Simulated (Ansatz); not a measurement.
Na2IF (space group R-3m, No. 166): the geometry relaxed with Ansatz, DFT, r2SCAN, plane waves, PAW; the starting structure was generated, so it need not be a known form of this composition.

```yaml
crystal:
  lattice:
    - [3.99700, 0.00000, 0.00000]
    - [-1.99850, 3.46150, 0.00000]
    - [0.00000, 0.00000, 19.23837]
  atoms:
    - { symbol: F, position: [0.00000, 0.00000, 0.00000] }
    - { symbol: I, position: [0.66667, 0.33333, 0.83333] }
    - { symbol: Na, position: [0.33333, 0.66667, 0.93947] }
    - { symbol: Na, position: [0.00000, 0.00000, 0.72720] }
    - { symbol: F, position: [0.66667, 0.33333, 0.33333] }
    - { symbol: I, position: [0.33333, 0.66667, 0.16667] }
    - { symbol: Na, position: [0.00000, 0.00000, 0.27280] }
    - { symbol: Na, position: [0.66667, 0.33333, 0.06053] }
    - { symbol: F, position: [0.33333, 0.66667, 0.66667] }
    - { symbol: I, position: [0.00000, 0.00000, 0.50000] }
    - { symbol: Na, position: [0.66667, 0.33333, 0.60613] }
    - { symbol: Na, position: [0.33333, 0.66667, 0.39387] }
```

Bonds are taken as F–Na below 2.9 Å and I–Na below 3.5 Å; no other contact counts. Simplification: prune 0- and 1-connected atoms, fold 2-connected ones into links.

What net does this leave?

The result is a uninodal 6-connected, three-periodic net: F, I and Na are 6-connected nodes. It is the pcu net, known from NaCl, ReO3 and the B-X framework of perovskite. It is a single net, without interpenetration.

```csv
node,links,point symbol,coordination sequence
"F, I and Na",6,4¹²·6³,6 18 38 66 102 146 198 258 326 402
```

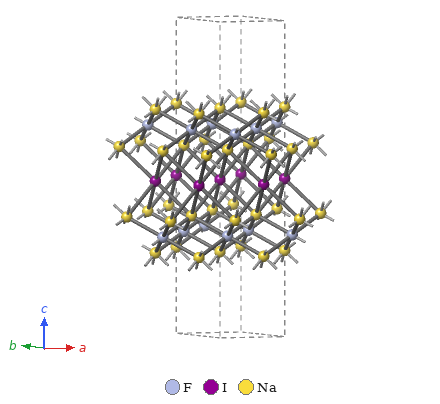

Nodes are coloured by element. Short stubs are edges that leave the cut-out.
